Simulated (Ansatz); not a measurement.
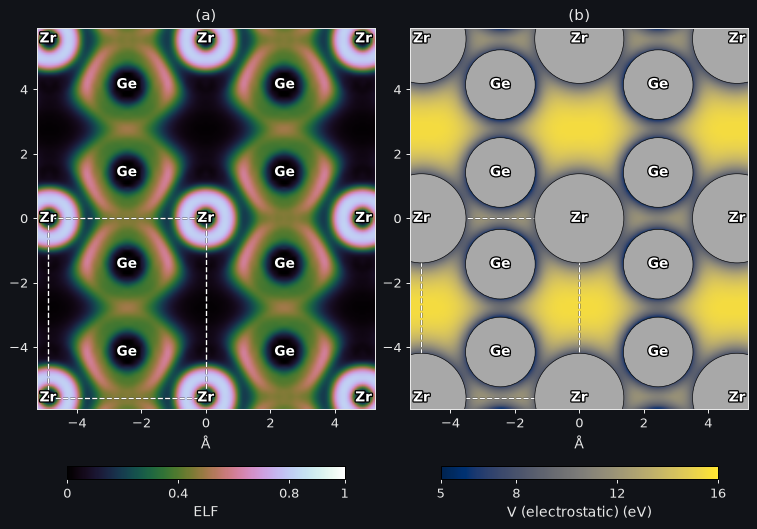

HfZrGe4. (a) ELF; (b) electrostatic potential (local pseudopotential plus Hartree) felt by an electron on the (010) plane of the conventional cell. Grey discs cover the atomic cores in the potential map.

Space group P4/mmm; a structure generated by program, which may or may not match a known phase.

Level of theory: DFT PBE, scalar-relativistic, plane waves, PAW (Ansatz 0.2.0).

In a PAW calculation such maps are meaningful between the atoms, not at the nuclei.

### What does the map show?

The plane passes through Zr and Ge nuclei.
Ge–Ge (2.73 Å): the ELF reaches about 0.50 near the midpoint.
Zr–Ge (2.83 Å): the ELF peaks at about 0.60 in the valence shell of Ge, 1.2 Å from its nucleus, and is about 0.40 at the midpoint.
The features right at Zr lie inside the PAW spheres, where the map follows smoothed inner orbitals and isn't to be read closely.
Outside the cores the potential energy rises away from the atoms and is highest about 2.7 Å from the nearest atoms; its zero is arbitrary.
